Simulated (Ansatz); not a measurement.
# ZrTi2Si2: a trial structure relaxed, part 2 of 2

Aim: relax a trial structure of ZrTi2Si2 and see where it ends.

Ansatz 0.2.0; DFT PBE, scalar-relativistic, plane waves, PAW. Earlier steps stand in the parts before.

**4. Spin check on a coarse mesh**

File input.yaml:

```yaml
crystal:
  lattice:
    - [4.2769043258, 0.0, 0.0]
    - [-2.1384521629, 3.7039077957, 0.0]
    - [0.0, 0.0, 7.3552346578]
  atoms:
    - { symbol: Zr, position: [0.0, 0.0, 0.0], spin: 1.0 }
    - { symbol: Ti, position: [0.3333333333, 0.6666666667, 0.5], spin: 1.0 }
    - { symbol: Ti, position: [0.6666666667, 0.3333333333, 0.5], spin: 1.0 }
    - { symbol: Si, position: [0.0, 0.0, 0.655351606] }
    - { symbol: Si, position: [0.0, 0.0, 0.344648394] }
basis:
  ecutwfc: 420
kpoints:
  mp_grid: { grid: [6, 6, 4] }
hamiltonian:
  xc: pbe
scf:
  occupations: { method: gaussian, width: 0.1 }
  lower_state_search: "off"
output:
  forces: true
  stress: true
  eigenvalues: true
  populations: true
magnetization:
  spin_polarized: true
```

Command:

```console
> ansatz run input.yaml --threads 1 --pin off --max-ram 2560MiB --backend cpu --events-out ev --progress --plain --runs-dir out
```

The log of the run, cut to the lines that bear on the results:

```text
[...]
SCF converged after 22 iterations
Magnetization: 0.0000 μB (22.0000 up, 22.0000 down)
Absolute magnetization: 0.0000 μB (∫|ρ↑−ρ↓|, with the PAW one-centre terms)
Spin contamination: 0.0000 ħ² per cell (⟨S²⟩ above its minimum at these occupations)
Per-site moments (μB) at R_I (Å): [(5.8145739172471205e-6, 1.0456750475753627), (2.981709174439579e-6, 1.018574643817274), (2.9817091744395777e-6, 1.018574643817274), (-1.477200710186741e-7, 0.9426842011917743), (-1.4772007104043507e-7, 0.9426842011917743)]
Free energy (F): -10452.200868 eV
[...]
E sigma→0 (E₀):  -10452.184952 eV
Entropy (-TS):   -0.031833 eV (-6.367 meV/atom)
Fermi energy:    8.468178 eV
[...]
--- Forces (eV/Å), atoms counted from 1 ---
  atom   1  Zr     0.00000000    -0.00000000     0.00000000
  atom   2  Ti    -0.00000000     0.00000000     0.00000000
  atom   3  Ti    -0.00000000    -0.00000000     0.00000000
  atom   4  Si     0.00000000     0.00000000     0.00180367
  atom   5  Si    -0.00000000    -0.00000000    -0.00180367
[...]
--- Stress (GPa, compression-positive) ---
        0.022891      -0.000000      -0.000000
        0.000000       0.022891       0.000000
       -0.000000       0.000000       0.080266
  P = ⅓ Tr σ = 0.0420 GPa (0.420 kbar)
--- Band table (eV; the first three rows and the last of 42) ---
[...]
--- Löwdin populations: 5 sites ---
  site symbol       q [e]    m [muB]
     0     Zr     11.6106     0.0000
     1     Ti     11.6198     0.0000
     2     Ti     11.6198     0.0000
     3     Si      4.3918    -0.0000
     4     Si      4.3918    -0.0000
  spilling = 0.008323 (of n_electrons = 44.000000)
```

It took 23 s on 1 thread of Arm Neoverse V1, shared host; peak memory 0.44 GiB.

Per atom:

```
atom  Löwdin electrons
 Zr1             11.61
 Ti2             11.62
 Ti3             11.62
 Si4              4.39
 Si5              4.39
```

The Löwdin counts miss 0.37 of the 44 electrons, which the atomic orbitals do not span, so they are no charges.

The same cell is solved with trial moments on Ti and Zr. The largest site moment that stays is 0.00 μB and the cell's total 0.00 μB. The workflow keeps spin only above 0.25 μB on a site, so the next run goes without spin.

**5. Final relaxation**

The end of the coarse run is made exact in the group found at a tolerance of 0.06 Å and reduced to its primitive cell.

File input.yaml:

```yaml
crystal:
  lattice:
    - [4.2769043258, 0.0, 0.0]
    - [-2.1384521629, 3.7039077957, 0.0]
    - [0.0, 0.0, 7.3552346578]
  atoms:
    - { symbol: Zr, position: [0.0, 0.0, 0.0] }
    - { symbol: Ti, position: [0.3333333333, 0.6666666667, 0.5] }
    - { symbol: Ti, position: [0.6666666667, 0.3333333333, 0.5] }
    - { symbol: Si, position: [0.0, 0.0, 0.655351606] }
    - { symbol: Si, position: [0.0, 0.0, 0.344648394] }
basis:
  ecutwfc: 420
kpoints:
  mp_grid: { grid: [12, 12, 6] }
hamiltonian:
  xc: pbe
scf:
  occupations: { method: gaussian, width: 0.1 }
output:
  forces: true
  stress: true
  eigenvalues: true
  write_density: true
  write_potential: true
  elf: true
  volumetric_format: npy
relax:
  adjacent_minimum: "off"
  f_tol: 0.01
  max_steps: 80
  cell: { stress_tol: 0.05 }
```

Command:

```console
> ansatz run input.yaml --threads 1 --pin off --max-ram 2560MiB --backend cpu --events-out ev --progress --plain --runs-dir out
```

The log of the run, cut to the lines that bear on the results:

```text
Warning: RAYON_NUM_THREADS=1 ignored (pool sized by the plan → 1); use --threads N
[...]
[... 5 set-up lines as earlier in the session ...]
[...]
Crystal: 5 atoms, lattice volume = 116.516 Å³
Basis set: ecut = 420 eV, 2287 PW (Γ), exchange–correlation on 60×60×100 points (8 copies of the dense FFT grid, shifted against one another)
Bands: 27, of which v1, the nominal top of the filled ones, is band 22 counted from 1 (21 counted from 0)
[... 1 set-up line as earlier in the session ...]
Space group: P6/mmm (ITA 191), of the structure as read, at distance tolerance 4.9e-5 Å
k-points: 76 of 864
[...]
  P = ⅓ Tr σ = 0.0282 GPa (0.282 kbar)
--- Band table (eV; the first three rows and the last of 76) ---
[... band rows left out ...]
[...]
--- Relaxed structure (3 steps of the walk, 3 accepted, 1 SCFs on fresh bases) ---
  F+E_penalty+E_count = -10452.20231891 eV   max|allowed force component| = 5.074e-3 eV/Å   (the final SCF, on the basis selected at the relaxed cell)
  cell:  # Å, volume = 116.6229 Å³
    - [4.284713438481086, 4.462077332419423e-34, 7.02689343688098e-35]
    - [-2.142356719240543, 3.710670685661193, -5.947634008850519e-35]
    - [9.667637376281077e-35, -9.667637376281077e-35, 7.335162070513497]
  atoms:
    - { symbol: Zr, position: [5.800635321898674e-35, 4.333103599895987e-37, -6.434446986835036e-86] }
    - { symbol: Ti, position: [0.3333333333333333, 0.6666666666666667, 0.4999999999999999] }
    - { symbol: Ti, position: [0.6666666666666667, 0.3333333333333333, 0.4999999999999999] }
    - { symbol: Si, position: [1.795462008229217e-36, 1.5599172959625592e-35, 0.6550358686849015] }
    - { symbol: Si, position: [1.2394893876953642e-35, -8.232896839802394e-36, 0.34496413131509834] }
```

Run time: 66 s. Hardware: 1 thread of Arm Neoverse V1, shared host; peak memory 0.52 GiB.

The steps of the relaxation:

```
step  energy from step 1 (eV/cell)  largest force component (eV/Å)  pressure (GPa)  volume (Å³)
   1                        0.0000                          0.0523            0.04       116.52
   2                       -0.0005                          0.0315           -0.03       116.66
   3                       -0.0007                          0.0051            0.03       116.62
   4                       -0.0007                          0.0051            0.03       116.62
```

Step 1 is the start. Step 4 repeats the geometry before it on a plane-wave basis chosen anew for that cell, so its energy need not be comparable with the rows above.

|  | before | after | change |
| --- | --- | --- | --- |
| a (Å) | 4.277 | 4.285 | +0.2 % |
| b (Å) | 4.277 | 4.285 | +0.2 % |
| c (Å) | 7.355 | 7.335 | -0.3 % |
| volume (Å³/atom) | 23.30 | 23.32 | +0.1 % |
| shortest distance (Å) | 2.285 | 2.274 | -0.5 % |
| space group (0.01 Å) | P6/mmm | P6/mmm | same |

The run keeps the 24 symmetry operations of the start, so it could not have lowered the symmetry.

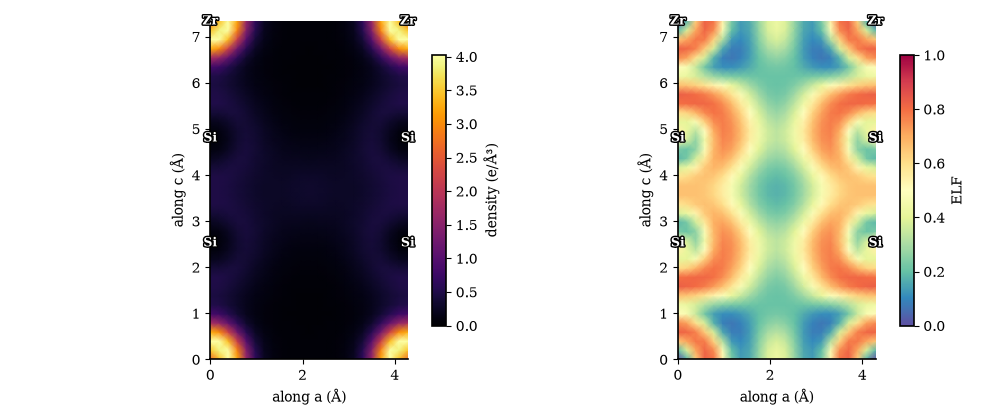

Density (left) and ELF (right) in a lattice plane of the grid's cell (edges 4.28 and 7.34 Å, at 0.000 of the third edge), which holds Zr and Si. Only atoms in the plane are labelled. Both are smooth fields of the valence electrons: close to the nuclei they are not physical.

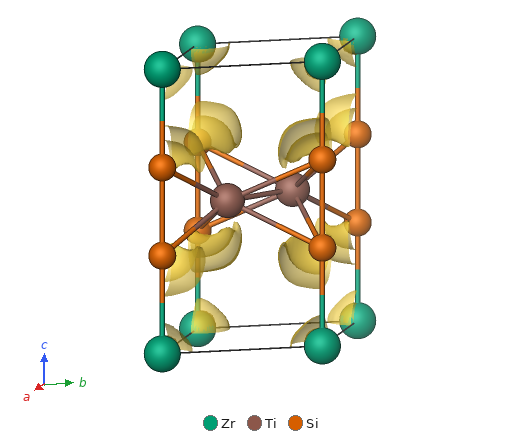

Surface of ELF = 0.75, drawn in one cell.

Outside the cores ELF peaks at 0.82 on the Si–Zr line, 0.9 Å from Si; 0.81 beside Si, off the lines to its neighbours, 0.9 Å from Si; 0.66 in the shell around Si, 1.1 Å from Si.

**6. Outcome**

This closing draws on all 2 parts. Changes of volume or cell count from the first structure of part 1.

```
                              quantity                                                                       value
symmetry at the end (tolerance 0.05 Å)                                                space group P6/mmm (No. 191)
                     conventional cell  a = 4.285 Å, b = 4.285 Å, c = 7.335 Å, α = 90.00°, β = 90.00°, γ = 120.00°
                                volume                                                               23.32 Å³/atom
              energy over the elements                                                               +0.52 eV/atom
                       gap on the mesh                                                                none (metal)
```

The space group P6/mmm (No. 191) is kept, and the volume per atom grows by 34.6 % from the first guess. With a positive formation energy it can't be a ground state. No finished test with a distortion of lower symmetry is shown, so the end may be a saddle point. Other magnetic orders were not searched.
